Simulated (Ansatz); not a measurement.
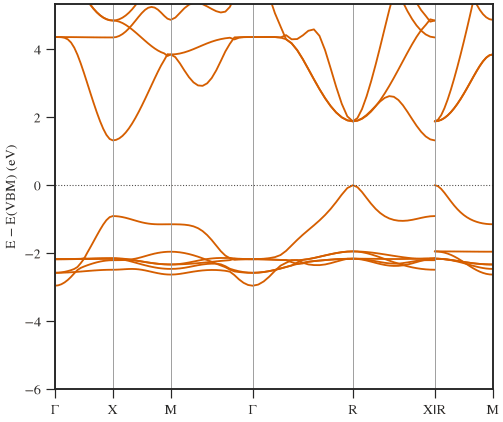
Figure: Band structure from the program Ansatz at the r²SCAN level (PAW)

Question: Read off the gap and where the band edges lie.

Answer: About 1.3 eV (1.32 eV by a search for the band edges); maximum at R, minimum at X.

Question: Pick the material that matches.
A) SiRu, P2_13 (Si on 4a, Ru on 4a)
B) RbAu, CsCl type
C) CsAu, CsCl type
D) Ca3PbO, anti-perovskite

Answer: C, CsAu, CsCl type

Space group Pm-3m (CsCl type). The workflow started from a Materials Project entry (that database holds measured and hypothetical structures alike); the Crystallography Open Database files this formula in space group No. 221, but the cells were not matched. Its standing as an ambient phase is unchecked. The cell was relaxed with r²SCAN under the symmetry of its start; whether a distortion lowers the energy is not shown. Spin–orbit coupling is left out wherever it is not named.

Potentials: the later of the program's two PAW sets.
